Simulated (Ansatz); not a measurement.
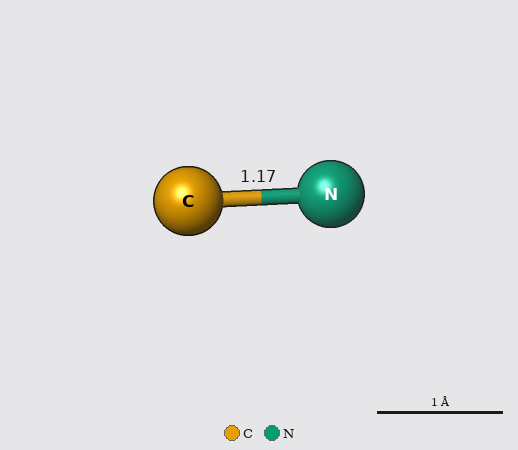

State: neutral, doublet. Geometry: a fixed input geometry, not necessarily a minimum. Basis: cc-pVTZ. Computed at fixed atoms with Ansatz. R, U and RO name restricted, unrestricted and restricted open-shell orbitals; core potentials come with def2 and Stuttgart sets past Kr, some runs use density fitting (about 1 meV), and each entry rests on the lowest determinant that the runs found.

```xyz
2
charge 0, multiplicity 2
C     0.8915    0.9239    0.9424
N     0.1548    1.0591    1.8376
```

Give total energies (hartree), correlation energies and ⟨S²⟩ of the determinant for RO-MP2 (2 frozen); U-MP2 (2 frozen).

```
           method  energy (Eh)  correlation (mEh)  ⟨S²⟩
 U-MP2 (2 frozen)     -92.5105             -275.5  1.14
RO-MP2 (2 frozen)     -92.5410             -322.6  0.75
```
